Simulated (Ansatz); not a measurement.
## Electronic structure of FH3O2Sn···H2 in real space

The calculation's input:

```
crystal:
  periodic: [false, false, false]
  atoms:
    - { symbol: Sn, position_ang: [0.0, 0.0, 0.0] }
    - { symbol: H, position_ang: [0.0, 0.0, 2.09] }
    - { symbol: O, position_ang: [1.8483, 0.0, -0.6527] }
    - { symbol: H, position_ang: [2.1646, -0.9521, -0.7693] }
    - { symbol: H, position_ang: [-0.8195, 1.4198, -0.5794] }
    - { symbol: O, position_ang: [-0.9232, -1.5994, -0.6527] }
    - { symbol: H, position_ang: [-1.3778, -2.065, 0.1197] }
    - { symbol: F, position_ang: [1.1381, 1.7163, 0.6842] }
    - { symbol: H, position_ang: [0.5989, 0.9032, 1.8933] }
basis:
  gaussian: { orbitals: def2-SVP }
hamiltonian:
  xc: pbe0
  dispersion: d4
relax:
  f_tol: 0.15
  max_steps: 25
  restrain:
    - { distance: [0, 7], at: 1.87, k: 30.0 }
    - { distance: [8, 1], at: 0.66, k: 30.0 }
    - { distance: [0, 1], at: 2.94, k: 30.0 }
    - { distance: [8, 7], at: 2.12, k: 30.0 }
output:
  orbitals: {}
```

Command:

```sh
ansatz run input.yaml --threads 2 --pin off --max-ram 3072MiB --backend cpu --events-out ev --progress --plain --runs-dir out
```

The fields are those of the run's last geometry, not of the input's.

Core potentials replace the inner electrons of Sn; not at a stationary point (largest force 1.8 eV/Å).

The calculation used Ansatz 0.2.0, RKS PBE0-D4/def2-SVP.

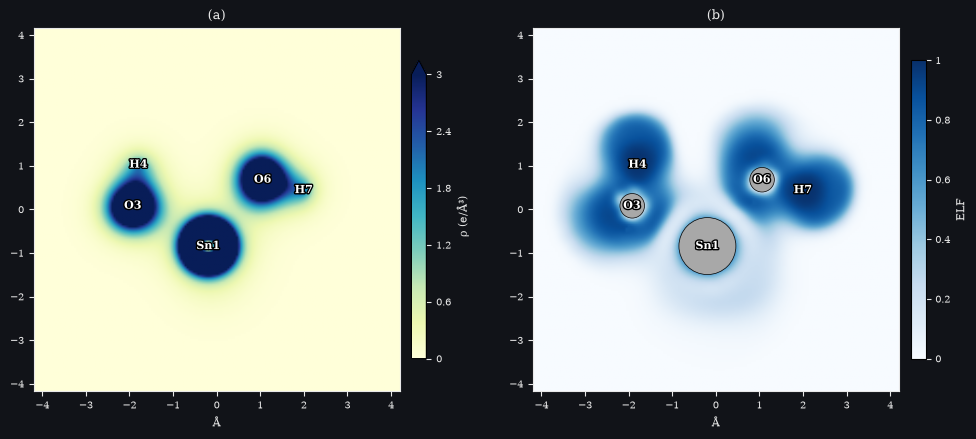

Figure 1. (a) electron density; (b) electron localisation function on the plane of atoms Sn1, O6 and H7. Grey discs cover the atomic cores in the ELF map.

> Read the bonding off the picture.

The plane passes through Sn, O and H nuclei.
Sn–O (1.96 Å): the density is about 0.78 e/Å³ at the midpoint; the ELF peaks at about 0.80 in the valence shell of O, 0.6 Å from its nucleus, and drops to about 0.15 between the two atoms.
O–H (0.96 Å): ρ at the midpoint is about 3.6 e/Å³; the ELF climbs to about 1 towards the hydrogen, as it does in any bond to H; a covalent bond by its length.
The ELF also peaks beside O3 and O6, away from the bonds: lone-pair regions.

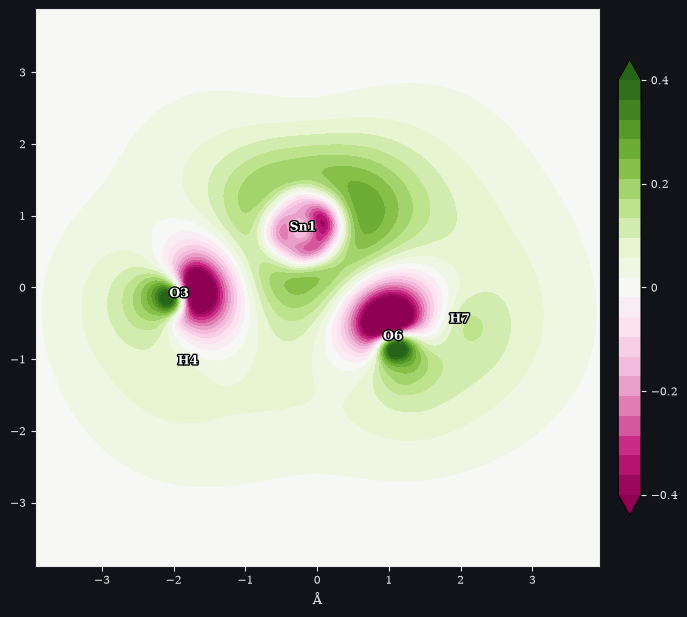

Figure 2. One frontier orbital on the plane of atoms O3, Sn1 and O6 (values in Å⁻³ᐟ²; the overall sign is arbitrary).

> Which orbital is it: HOMO or LUMO?

The LUMO, at −1.10 eV. Its weight (Hirshfeld) is mainly on Sn1 (about 40 %), H5 (about 15 %), O6 (about 15 %), O3 (about 10 %) and F8 (about 10 %).

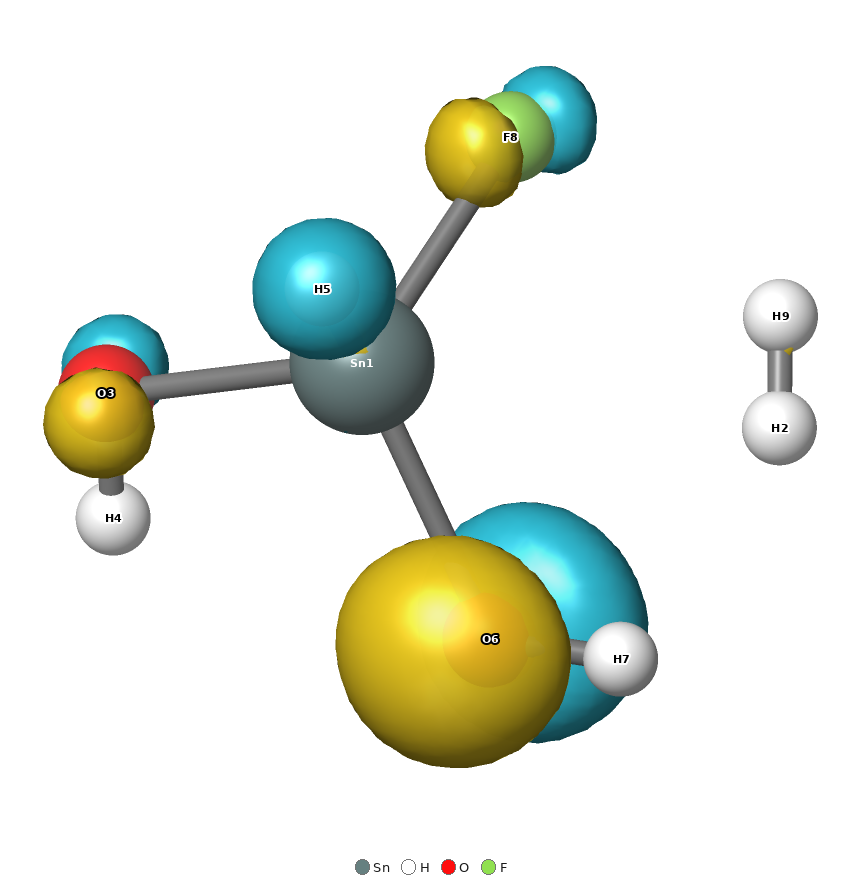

Figure 3. The HOMO−1 at ±0.2 Å⁻³ᐟ² (yellow and cyan are the two phases), seen across its widest extent.

> Describe this orbital and give its energy.

Its weight (Hirshfeld) is mainly on O6 (about 65 %), Sn1 (about 10 %) and H5 (about 5 %). Its energy is −9.01 eV.
